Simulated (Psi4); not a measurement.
**B97-D/aug-cc-pV(D+d)Z (density fitting) run of SiPH3F− (SMILES F[SiH-]P)**

Aim: the energy change on altering one bond length of SiPH3F− at B97-D/aug-cc-pV(D+d)Z (density fitting), from 2 runs. 

The calculation is run with Psi4 1.11.

2 further runs of the same task are left out: 2 set aside as unsound or not needed.

## (1) The structure to begin with

SiPH3F− has 6 atoms, charge -1, and is taken as a singlet. SMILES: `F[SiH-]P`. The shape is that of a GFN2-xTB optimisation. This is one conformer, not always the lowest.

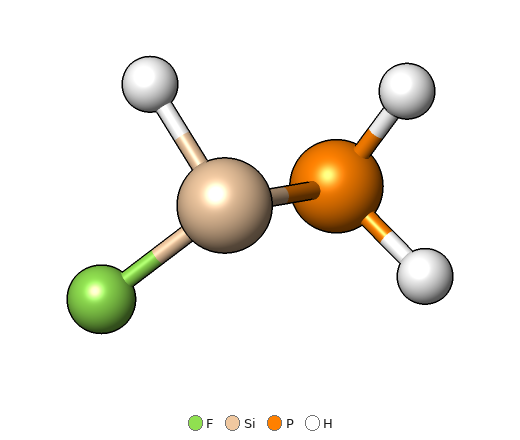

The structure, seen from a chosen angle (fluorine green, silicon light orange, phosphorus orange, hydrogen white).

## (2) The polarisability at B97-D/aug-cc-pV(D+d)Z (density fitting)

Contents of job.py:

```python
import psi4

psi4.set_memory(1600000000)
psi4.set_num_threads(1)
psi4.core.set_output_file('run.log', False)

m = psi4.geometry("""
-1 1
F
Si 1 1.692615
P 2 2.254302 1 103.00065
H 2 1.510708 1 93.39639 3 95.90039
H 3 1.374981 2 89.33693 4 73.82574
H 3 1.377626 5 91.44216 2 -94.08693
""")

psi4.set_options({
    'basis': 'aug-cc-pV(D+d)Z',
    'scf_type': 'df',
})

e, wfn = psi4.properties("b97-d", properties=['dipole_polarizabilities'], return_wfn=True)
print('E =', round(e, 9))
for k, v in sorted(psi4.core.scalar_variables().items()):
    print(f'{k:45s} {v:18.10f}')
```

Started as:

```sh
$ python job.py
```

run.log:

```text
[...]
  Running in c1 symmetry.
[...]
  Nuclear repulsion =  141.611037277251370
[...]
  Multiplicity = 1
[...]
  Nalpha       = 21
  Nbeta        = 21
[...]
    Number of basis functions: 114
[...]
   @DF-RKS iter   1:  -732.26201072052993   -2.17629e-01   5.63232e-03 ADIIS/DIIS
[...]
   @DF-RKS iter  10:  -732.52258314216238   -4.96857e-08   4.25383e-07 DIIS
[...]
    Orbital Energies [Eh]
    ---------------------
    Doubly Occupied:
       1A    -76.121795     2A    -65.234435     3A    -24.047969
       4A     -6.166301     5A     -4.906633     6A     -4.393053
       7A     -4.390605     8A     -4.387570     9A     -3.326433
      10A     -3.323797    11A     -3.320116    12A     -0.865212
      13A     -0.411261    14A     -0.266057    15A     -0.189895
      16A     -0.170703    17A     -0.164839    18A     -0.146906
      19A     -0.094110    20A     -0.061491    21A      0.028842
[...]
  @DF-RKS Final Energy:  -732.52258314216238
   => Energetics <=
    Nuclear Repulsion Energy =            141.6110372772513699
    One-Electron Energy =               -1305.4590112836731350
    Two-Electron Energy =                 487.2671500755453735
    DFT Exchange-Correlation Energy =     -55.9376019287025272
    Empirical Dispersion Energy =          -0.0041572825835292
    VV10 Nonlocal Energy =                  0.0000000000000000
    Total Energy =                       -732.5225831421623752
[...]
 Multipole Moments:
 ------------------------------------------------------------------------------------
     Multipole            Electronic (a.u.)      Nuclear  (a.u.)        Total (a.u.)
 ------------------------------------------------------------------------------------
 L = 1.  Multiply by 2.5417464519 to convert [e a0] to [Debye]
 Dipole X            :         -0.3778610            0.3904911            0.0126301
 Dipole Y            :          0.1515850           -0.8289532           -0.6773683
 Dipole Z            :         -3.8708680            3.7984391           -0.0724290
 Magnitude           :                                                    0.6813466
[...]
```

On the terminal:

```text
E = -732.522583142
B97-D DISPERSION CORRECTION ENERGY                 -0.0041572826
CURRENT ENERGY                                   -732.5225831422
CURRENT REFERENCE ENERGY                         -732.5225831422
DD SOLVATION ENERGY                                 0.0000000000
DFT FUNCTIONAL TOTAL ENERGY                      -732.5184258596
DFT TOTAL ENERGY                                 -732.5225831422
DFT VV10 ENERGY                                     0.0000000000
DFT XC ENERGY                                     -55.9376019287
DIPOLE POLARIZABILITY XX                           96.0324200835
DIPOLE POLARIZABILITY XY                          -14.8862146195
DIPOLE POLARIZABILITY XZ                            0.1047814459
DIPOLE POLARIZABILITY YX                          -14.8862138453
DIPOLE POLARIZABILITY YY                          170.3903411316
DIPOLE POLARIZABILITY YZ                           -9.3826428658
DIPOLE POLARIZABILITY ZX                            0.1047797179
DIPOLE POLARIZABILITY ZY                           -9.3826350841
DIPOLE POLARIZABILITY ZZ                           82.7663069107
DISPERSION CORRECTION ENERGY                       -0.0041572826
GRID ELECTRONS ALPHA                               20.9999887506
GRID ELECTRONS BETA                                20.9999887506
GRID ELECTRONS TOTAL                               41.9999775011
NUCLEAR REPULSION ENERGY                          141.6110372773
ONE-ELECTRON ENERGY                             -1305.4590112837
PCM POLARIZATION ENERGY                             0.0000000000
PE ENERGY                                           0.0000000000
SCF ITERATION ENERGY                             -732.5225831422
SCF ITERATIONS                                     10.0000000000
SCF TOTAL ENERGY                                 -732.5225831422
TWO-ELECTRON ENERGY                               487.2671500755
XC GRID RADIAL POINTS                              75.0000000000
XC GRID SPHERICAL POINTS                          302.0000000000
XC GRID TOTAL POINTS                           132202.0000000000
```

Wall time 17 s (1 thread of Intel Xeon 6975P-C (Granite Rapids), shared host); peak memory 0.67 GiB.

## (3) The distorted shape, same level

Contents of job.inp:

```
memory 1600 mb

molecule m {
  -1 1
  F     -1.615975    -1.615408     0.547307
  Si    -0.953455    -0.589198    -0.624403
  P      0.796600     0.637220     0.633420
  H     -0.016145    -1.649738    -1.152553
  H      1.290210     1.120130    -0.555580
  H      0.021550     1.762560     0.808810
}

set basis aug-cc-pV(D+d)Z
set reference rks
set scf_type df

properties("b97-d", properties=['dipole_polarizabilities'])
print_variables()
```

Started as:

```sh
$ psi4 -i job.inp -o job.out -n 1
```

job.out:

```text
[...]
  Running in c1 symmetry.
[...]
  Nuclear repulsion =  135.106131298026014
[...]
  Multiplicity = 1
[...]
  Nalpha       = 21
  Nbeta        = 21
[...]
    Number of basis functions: 114
[...]
   @DF-RKS iter   1:  -732.28501875055338   -3.51820e-01   5.48752e-03 ADIIS/DIIS
[...]
   @DF-RKS iter  10:  -732.52719325874057   -3.93203e-08   4.73429e-07 DIIS
[...]
    Orbital Energies [Eh]
    ---------------------
    Doubly Occupied:
       1A    -76.122185     2A    -65.246727     3A    -24.054163
       4A     -6.164657     5A     -4.916801     6A     -4.391411
       7A     -4.388988     8A     -4.386337     9A     -3.336448
      10A     -3.334543    11A     -3.330182    12A     -0.870836
      13A     -0.397120    14A     -0.270499    15A     -0.185404
      16A     -0.171270    17A     -0.168189    18A     -0.149470
      19A     -0.091245    20A     -0.053748    21A      0.021269
[...]
  @DF-RKS Final Energy:  -732.52719325874057
   => Energetics <=
    Nuclear Repulsion Energy =            135.1061312980260141
    One-Electron Energy =               -1292.3838663605160946
    Two-Electron Energy =                 480.6534636804879597
    DFT Exchange-Correlation Energy =     -55.8987598918005162
    Empirical Dispersion Energy =          -0.0041619849378126
    VV10 Nonlocal Energy =                  0.0000000000000000
    Total Energy =                       -732.5271932587405672
[...]
 Multipole Moments:
 ------------------------------------------------------------------------------------
     Multipole            Electronic (a.u.)      Nuclear  (a.u.)        Total (a.u.)
 ------------------------------------------------------------------------------------
 L = 1.  Multiply by 2.5417464519 to convert [e a0] to [Debye]
 Dipole X            :         -2.1458622            2.3617316            0.2158694
 Dipole Y            :         -2.3074474            2.3946696            0.0872222
 Dipole Z            :          2.4633312           -2.0953748            0.3679564
 Magnitude           :                                                    0.4354300
[...]
```

Run time: 17 s. Hardware: 1 thread of Intel Xeon 6975P-C (Granite Rapids), shared host; peak memory 0.67 GiB.

## (4) Summary of results

At B97-D/aug-cc-pV(D+d)Z (density fitting):

| quantity | value |
| --- | --- |
| first shape: total energy | -732.52258 Eh |
| first shape: HOMO energy | 0.78 eV |
| first shape: LUMO energy | 2.84 eV |
| first shape: HOMO–LUMO gap (to an unbound level, set by the basis) | 2.05 eV |
| first shape: dispersion energy | -10.91 kJ/mol |
| first shape: mean static polarisability | 116.4 bohr³ |
| distorted shape: total energy | -732.52719 Eh |
| distorted shape: HOMO energy | 0.58 eV |
| distorted shape: LUMO energy | 2.83 eV |
| distorted shape: HOMO–LUMO gap (to an unbound level, set by the basis) | 2.25 eV |
| distorted shape: dispersion energy | -10.93 kJ/mol |
| distorted shape: mean static polarisability | 115.0 bohr³ |
| energy change with the Si2–P3 bond stretched from 2.254 to 2.480 Å | -0.125 eV |

**Reading.** With the Si2–P3 bond stretched from 2.254 to 2.480 Å the energy falls by 0.13 eV (2.9 kcal/mol). The first shape isn't relaxed at this level, so the change isn't measured from a minimum. The HOMO (first shape) lies at positive energy, 0.78 eV, as semi-local functionals often give for anions; only total energies tell whether the electron is bound. The HOMO (distorted shape) lies at positive energy, 0.58 eV, as semi-local functionals often give for anions; only total energies tell whether the electron is bound.
